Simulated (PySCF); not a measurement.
```json
{"atom": "Si", "x (Å)": "2.8221", "y (Å)": "0.2024", "z (Å)": "0.1480"}
{"atom": "O", "x (Å)": "1.2094", "y (Å)": "0.0262", "z (Å)": "0.1150"}
{"atom": "C", "x (Å)": "0.2762", "y (Å)": "0.7540", "z (Å)": "-0.6206"}
{"atom": "C", "x (Å)": "-1.0908", "y (Å)": "0.1934", "z (Å)": "-0.2929"}
{"atom": "Si", "x (Å)": "-1.5180", "y (Å)": "0.4972", "z (Å)": "1.5459"}
{"atom": "Si", "x (Å)": "-1.2368", "y (Å)": "-1.6153", "z (Å)": "-0.8961"}
{"atom": "Cl", "x (Å)": "-2.2903", "y (Å)": "1.1371", "z (Å)": "-1.2458"}
{"atom": "H", "x (Å)": "3.1990", "y (Å)": "1.5432", "z (Å)": "0.6064"}
{"atom": "H", "x (Å)": "3.1407", "y (Å)": "-0.8528", "z (Å)": "1.0948"}
{"atom": "H", "x (Å)": "3.4051", "y (Å)": "0.0014", "z (Å)": "-1.1823"}
{"atom": "H", "x (Å)": "0.3412", "y (Å)": "1.8199", "z (Å)": "-0.3592"}
{"atom": "H", "x (Å)": "0.4930", "y (Å)": "0.6672", "z (Å)": "-1.6951"}
{"atom": "H", "x (Å)": "-0.6041", "y (Å)": "-0.2608", "z (Å)": "2.3938"}
{"atom": "H", "x (Å)": "-2.9001", "y (Å)": "0.0612", "z (Å)": "1.7310"}
{"atom": "H", "x (Å)": "-1.3976", "y (Å)": "1.9352", "z (Å)": "1.7911"}
{"atom": "H", "x (Å)": "-0.3120", "y (Å)": "-2.4580", "z (Å)": "-0.1450"}
{"atom": "H", "x (Å)": "-2.6238", "y (Å)": "-2.0183", "z (Å)": "-0.6749"}
{"atom": "H", "x (Å)": "-0.9220", "y (Å)": "-1.6268", "z (Å)": "-2.3258"}
```

Geometry: GFN2-xTB.

Method: PySCF 2.14.0, PBE0/def2-SVPD, SCF density, gas phase.

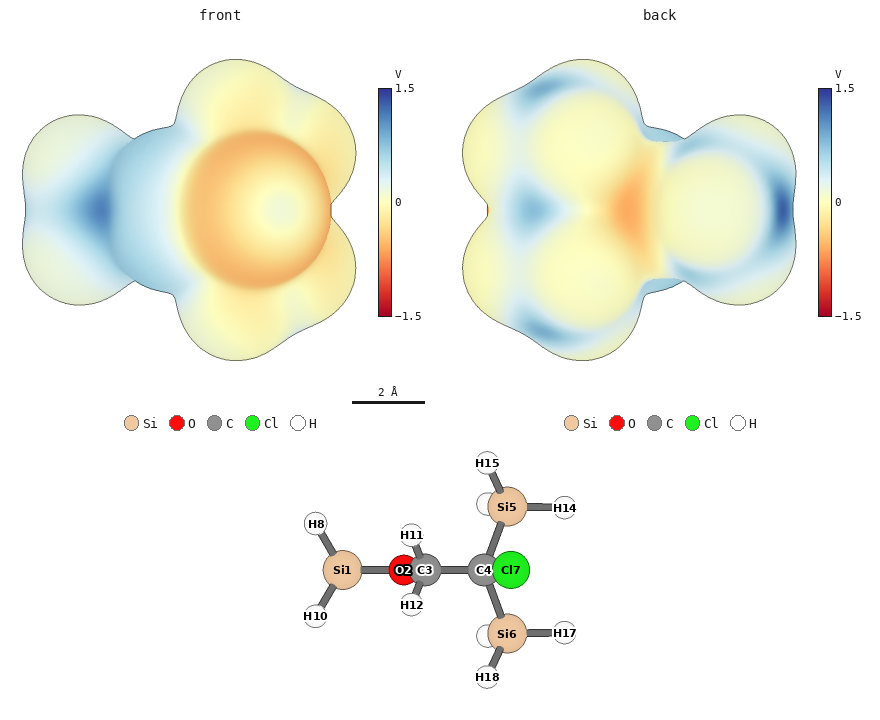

C2H11ClOSi3 (SMILES [SiH3]OCC([SiH3])([SiH3])Cl). The electrostatic potential painted on the density surface at 0.001 e/bohr³, seen from the front and from behind; the colour scale runs from red (negative) to blue (positive). The bare structure is drawn below in the same view.

**Where is the surface potential most negative and most positive?**

The most negative region (about −0.6 V) lies over O2 and Cl7, the most positive (about +1.1 V) over Si1.
